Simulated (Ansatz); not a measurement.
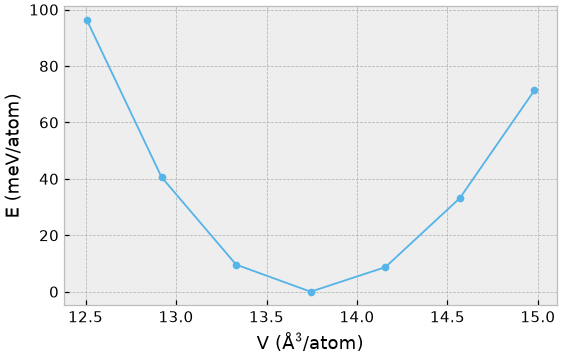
Fig. 1. TaC (zinc blende, space group No. 216) under volume change, plane-wave PAW PBEsol (Ansatz code), scaled uniformly.

Q: What does a third-order Birch–Murnaghan fit give for V₀, B₀ and B′?

A: V₀ = 13.74 Å³/atom, B₀ = 237 GPa, B′ = 4.0.

Space group F-43m (zinc blende). The start of the workflow was typed in or built on a structure type; neither database checked (COD, Materials Project) lists it. It is not the phase usual at ambient conditions (space group No. 225). The PBEsol relaxation kept the symmetry of its start; its stability against distortions is not shown here. The run is not spin-polarised. Scalar-relativistic: spin–orbit coupling is off unless named, which matters more the heavier the elements.

Potentials: the later of the program's two PAW sets.
